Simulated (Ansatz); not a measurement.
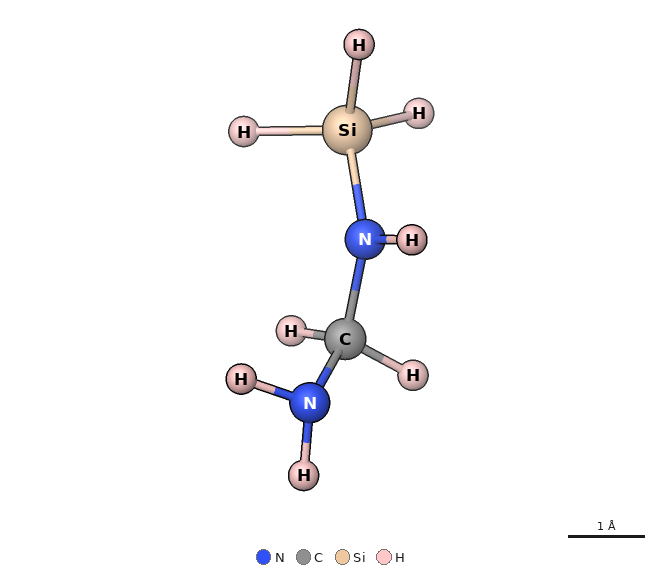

Atoms fade into the background with distance from the viewer. Computed geometry: PBE0-D4/def2-TZVP optimisation. No frequency run is at hand to confirm it as a minimum. Masses are those of the most abundant isotopes; constants are for the rigid equilibrium geometry.

Question: Classify the rotor and give the rotational constants (GHz).

Answer: An asymmetric top (C1): A = 22.5, B = 2.50, C = 2.44 GHz. Ray's parameter κ is −0.99, close to the prolate limit.
